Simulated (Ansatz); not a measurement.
# Lattice dynamics of Zr2CO2 monolayer

Wanted: phonon frequencies of Zr2CO2 monolayer and what follows from them.

Method: DFT PBEsol, scalar-relativistic, plane waves, PAW; PAW set soft_1, in Ansatz 0.2.0.

### Step 1. Set-up

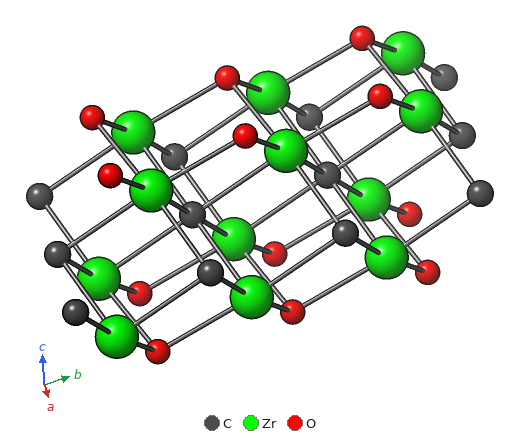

The starting structure, seen slightly off an axis (carbon dark grey, zirconium green, oxygen red). 2×3×1 cells are drawn. Some periodic images of atoms are drawn too.

The cell holds 5 atoms: 1 C, 2 Zr and 2 O. Cell: a = 3.300 Å, b = 3.300 Å, c = 20.000 Å, α = 90.0°, β = 90.0°, γ = 120.0°. Vacuum lies along c.

### Step 2. Rough relaxation

The start is far from rest, so a relaxation with loose tolerances brings it close first.

The program solves this slab on a cell height of its own, 32.6 Å, in place of the one typed.

File input.yaml:

```yaml
crystal:
  lattice:
    - [3.3, 0.0, 0.0]
    - [-1.65, 2.85788, 0.0]
    - [0.0, 0.0, 20.0]
  atoms:
    - { symbol: C, position: [0.0, 0.0, 0.5] }
    - { symbol: Zr, position: [0.333333, 0.666667, 0.56] }
    - { symbol: Zr, position: [0.666667, 0.333333, 0.44] }
    - { symbol: O, position: [0.666667, 0.333333, 0.61] }
    - { symbol: O, position: [0.333333, 0.666667, 0.39] }
  periodic: [true, true, false]
kpoints:
  mp_grid: { grid: [9, 9, 1] }
hamiltonian:
  xc: pbesol
  pseudopotentials: { kind: paw, azcp: { folder: soft_1 }, xc_functional: pbe }
scf:
  occupations: { method: gaussian, width: 0.1 }
output:
  forces: true
  stress: true
  eigenvalues: true
relax:
  adjacent_minimum: "off"
  f_tol: 0.05
  max_steps: 80
  cell: { stress_2d_tol: 0.02 }
```

The run is started by

```console
ansatz run input.yaml --threads 4 --pin off --max-ram 16384MiB --backend cpu --events-out ev --progress --plain --runs-dir out
```

Numbers of over 12 decimals in the logs are rounded to 6 here.

The log of the run:

```text
[...]
cell:  # Å, volume = 303.5050 Å³
    - [3.278754, 0.0, 0]
    - [-1.639377, 2.839484, 0]
    - [0, 0, 32.6]
  atoms:
    - { symbol: C, position: [0, 0, 0.306748] }
    - { symbol: Zr, position: [0.333333, 0.666667, 0.349318] }
    - { symbol: Zr, position: [0.666667, 0.333333, 0.264179] }
    - { symbol: O, position: [0.666667, 0.333333, 0.377284] }
    - { symbol: O, position: [0.333333, 0.666667, 0.236213] }
[key lines of the parts left out:]
SCF converged after 6 iterations
Free energy (F): -9631.950369 eV
Fermi energy:    -4.875913 eV
P = ½ c Tr σ = -0.0019 N/m
```

The job ended after 18 s (4 threads of Arm Neoverse V2, shared host; peak memory 0.66 GiB).

Relaxation path:

| step | energy less that of the first step (eV) | largest force component (eV/Å) | volume (Å³) |
| --- | --- | --- | --- |
| 1 | 0.0000 | 5.5688 | 307.45 |
| 2 | -0.8500 | 0.8838 | 308.22 |
| 3 | -0.7651 | 0.8819 | 292.75 |
| 4 | -0.9070 | 0.0706 | 303.84 |
| 5 | -0.9073 | 0.0037 | 303.59 |
| 6 | -0.9073 | 0.0005 | 303.57 |
| 7* | -0.9060 | 0.0007 | 303.57 |
| 8 | -0.9061 | 0.0001 | 303.51 |
| 9* | -0.9060 | 0.0001 | 303.51 |

Relaxation steps marked * repeat the geometry before them on a plane-wave basis chosen anew for their cell, so energy and pressure can jump there. Relaxation step 3 was tried and not accepted.

The run keeps the 12 symmetry operations that it works with, so distortions that break them were not tested.

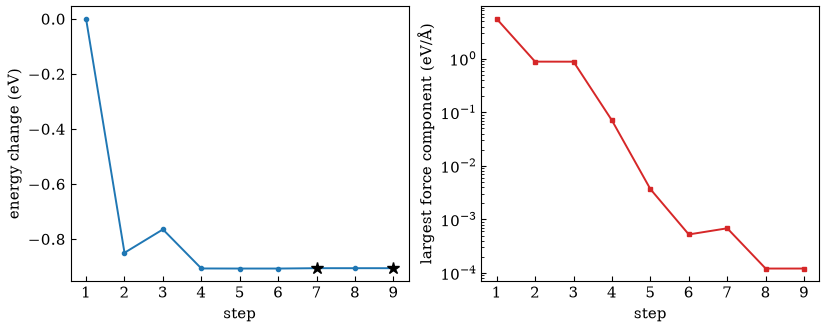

Energy and largest force along the relaxation. Stars mark steps on a basis chosen anew.

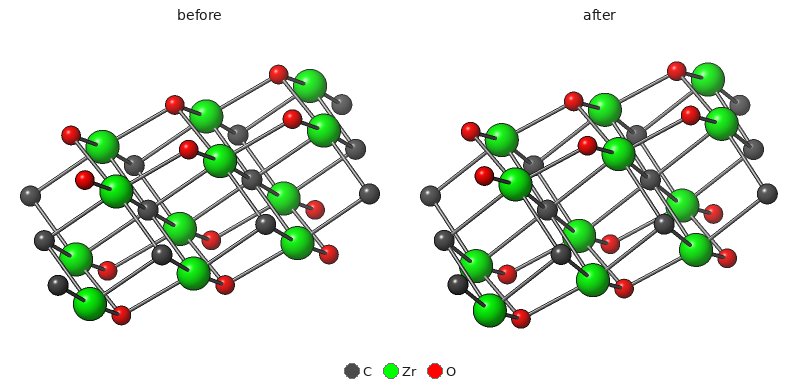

The structure before and after the relaxation, drawn at the same scale.

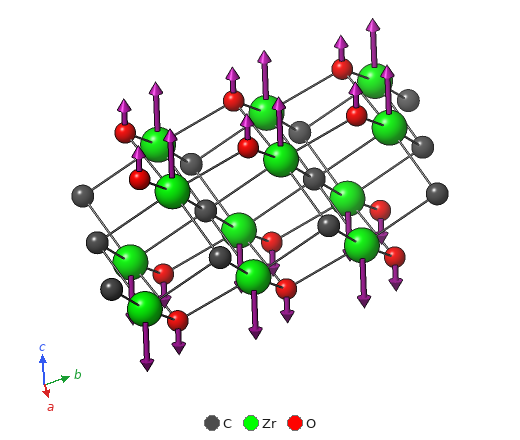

Displacements in the relaxation, exaggerated, measured against the changing cell; the longest in the cell stands for 0.19 Å. 2×3×1 cells are drawn. Some periodic images of atoms are drawn too.

| cell as run | before | after | change |
| --- | --- | --- | --- |
| a (Å) | 3.300 | 3.279 | -0.6 % |
| b (Å) | 3.300 | 3.279 | -0.6 % |

The atoms that moved most (Å, along periodic axes as changes of fractional coordinates times the final cell, across vacuum about the mean position):

| atom | dx | dy | dz | length |
| --- | --- | --- | --- | --- |
| Zr2 | 0.000 | 0.000 | 0.188 | 0.188 |
| Zr3 | 0.000 | 0.000 | -0.188 | 0.188 |
| O5 | 0.000 | 0.000 | -0.099 | 0.099 |
| O4 | 0.000 | 0.000 | 0.099 | 0.099 |

The relaxed structure:

```xyz
5
Lattice="3.2788 0.0000 0.0000 -1.6394 2.8395 0.0000 0.0000 0.0000 32.6000" Properties=species:S:1:pos:R:3
C     0.0000    0.0000   10.0000
Zr    0.0000    1.8930   11.3878
Zr    1.6394    0.9465    8.6122
O     1.6394    0.9465   12.2995
O     0.0000    1.8930    7.7005
```

Numbers from this step:

```yaml
gap_on_the_k_mesh: 0.9484 eV
direct_gap_on_mesh: 1.828 eV
area_per_atom: 1.862 Å²
```

The relaxation ends with a largest force component of 1.2e-4 eV/Å.

### Step 3. Bringing the structure to rest

Harmonic phonons are second derivatives at a point where the forces vanish, and they are wanted at zero stress, so atoms and cell are relaxed first.

input.yaml, the sections that differ from step 2:

```yaml
crystal:
  lattice:
    - [3.2787537359, 0.0, 0.0]
    - [-1.6393768679, 2.839484028, 0.0]
    - [0.0, 0.0, 32.6]
  atoms:
    - { symbol: C, position: [0.0, 0.0, 0.3067484663] }
    - { symbol: Zr, position: [0.3333333333, 0.6666666667, 0.3493183091] }
    - { symbol: Zr, position: [0.6666666667, 0.3333333333, 0.2641786234] }
    - { symbol: O, position: [0.6666666667, 0.3333333333, 0.37728391] }
    - { symbol: O, position: [0.3333333333, 0.6666666667, 0.2362130225] }
  periodic: [true, true, false]
scf:
  occupations: { method: gaussian, width: 0.02 }
relax:
  adjacent_minimum: "off"
  f_tol: 0.005
  max_steps: 80
  cell: { stress_2d_tol: 0.02 }
# kpoints, hamiltonian, output: as in step 2
```

The log of the run:

```text
[...]
Crystal: 5 atoms, lattice volume = 303.505 Å³
Basis set: ecut = 420 eV, 6073 PW (Γ), exchange–correlation on 48×48×450 points (8 copies of the dense FFT grid, shifted against one another)
Bands: 25, of which v1, the nominal top of the filled ones, is band 20 counted from 1 (19 counted from 0)
Symmetry: 12 space group operations
[...]
k-points: 12 of 81
[...]
cell:  # Å, volume = 303.5050 Å³
    - [3.278754, -2.8867446788563917e-11, 0.0]
    - [-1.639377, 2.839484, 0.0]
    - [0.0, 0.0, 32.6]
  atoms:
    - { symbol: C, position: [0.0, 0.0, 0.30674846626] }
    - { symbol: Zr, position: [0.333333, 0.666667, 0.34931830911] }
    - { symbol: Zr, position: [0.666667, 0.333333, 0.26417862341] }
    - { symbol: O, position: [0.666667, 0.333333, 0.377284] }
    - { symbol: O, position: [0.333333, 0.666667, 0.23621302251] }
[key lines of the parts left out:]
SCF converged after 5 iterations
Free energy (F): -9631.950368 eV
Fermi energy:    -4.870471 eV
P = ½ c Tr σ = -0.0019 N/m
```

Wall time 4.4 s (4 threads); peak memory 0.65 GiB; 16 s of CPU time.

Little changed from the start: no atom moved by 0.005 Å and no cell edge by 0.1 %.

### Step 4. Relaxing to small forces for the phonons

Phonons need a cell at rest on their own settings, so the relaxation is repeated with tight tolerances on forces and stress, using the mesh and the filling of the phonon run that follows.

input.yaml, the sections that differ from step 3:

```yaml
kpoints:
  mp_grid: { grid: [12, 12, 1] }
scf:
  occupations: { method: fixed }
output:
  forces: true
  stress: true
  eigenvalues: true
  write_density: true
  write_potential: true
  elf: true
  volumetric_format: npy
relax:
  adjacent_minimum: "off"
  f_tol: 0.001
  max_steps: 60
  cell: { stress_2d_tol: 0.002 }
# crystal, hamiltonian: as in step 3
```

The log of the run:

```text
[...]
Crystal: 5 atoms, lattice volume = 303.505 Å³
Basis set: ecut = 420 eV, 6073 PW (Γ), exchange–correlation on 48×48×450 points (8 copies of the dense FFT grid, shifted against one another)
Bands: 25, of which v1, the nominal top of the filled ones, is band 20 counted from 1 (19 counted from 0)
Symmetry: 12 space group operations
[...]
k-points: 19 of 144
[...]
cell:  # Å, volume = 303.4735 Å³
    - [3.278584, -2.8865948178170768e-11, 0]
    - [-1.639292, 2.839337, 0]
    - [0, 0, 32.6]
  atoms:
    - { symbol: C, position: [0, 0, 0.30674846626] }
    - { symbol: Zr, position: [0.333333, 0.666667, 0.349323] }
    - { symbol: Zr, position: [0.666667, 0.333333, 0.264174] }
    - { symbol: O, position: [0.666667, 0.333333, 0.377294] }
    - { symbol: O, position: [0.333333, 0.666667, 0.236203] }
[key lines of the parts left out:]
SCF converged after 9 iterations
Free energy (F): -9631.951258 eV
Fermi energy:    -5.346465 eV
P = ½ c Tr σ = -0.0014 N/m
```

Wall time 18 s (4 threads); peak memory 0.68 GiB; 69 s of CPU time.

Little changed from the start: no atom moved by 0.005 Å and no cell edge by 0.1 %.

Numbers from this step:

| Property | Result |
| --- | --- |
| gap on the k-mesh | 0.9267 eV |
| direct gap on mesh | 1.830 eV |

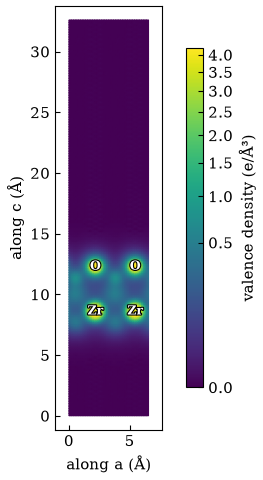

Valence density in the ac plane at fractional y = 0.333, with atoms of Zr and O within 0.2 Å of it. It is the smooth field of the valence electrons, not physical close to the nuclei. The colour scale is stretched toward low values.

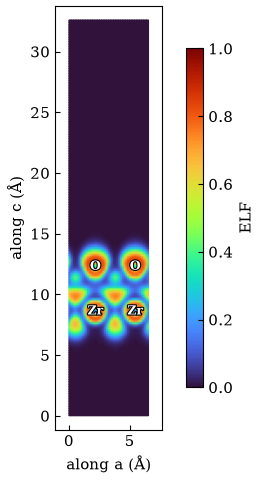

ELF in the ac plane at fractional y = 0.333, with atoms of Zr and O within 0.2 Å of it. It is the smooth field of the valence electrons, not physical close to the nuclei.

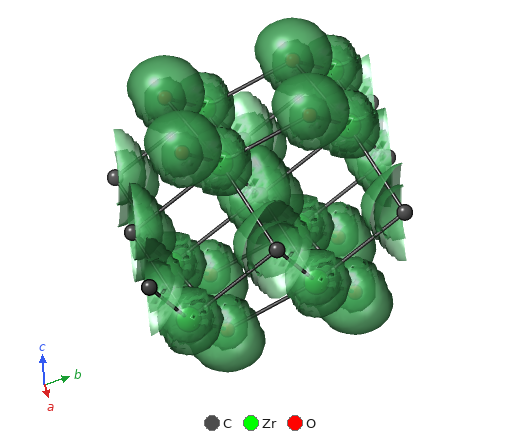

Surface of ELF = 0.76. 2×2×1 cells are drawn.

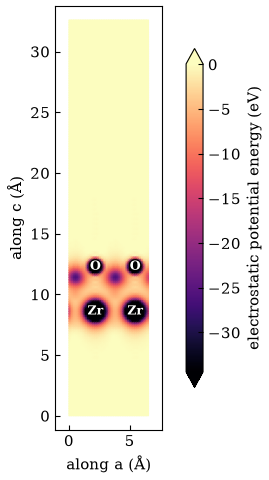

Electrostatic potential energy in the ac plane at fractional y = 0.333, with atoms of Zr and O within 0.2 Å of it. With pseudopotentials it is smooth inside the atoms' cores, unlike the true potential.

The largest force component left is 0.039 meV/Å, within the tolerances set.

(Part 1 of 3 ends here.)

[Logs are printed without paths, hosts, clocks, repeated set-up lines and the standing remarks that a program may print on its own settings, such as how far it seeks lower states.]

[Hosts, paths, dates, database ids (printed as entryN), source tags and the programs' standing remarks are cut or masked in the printed files.]
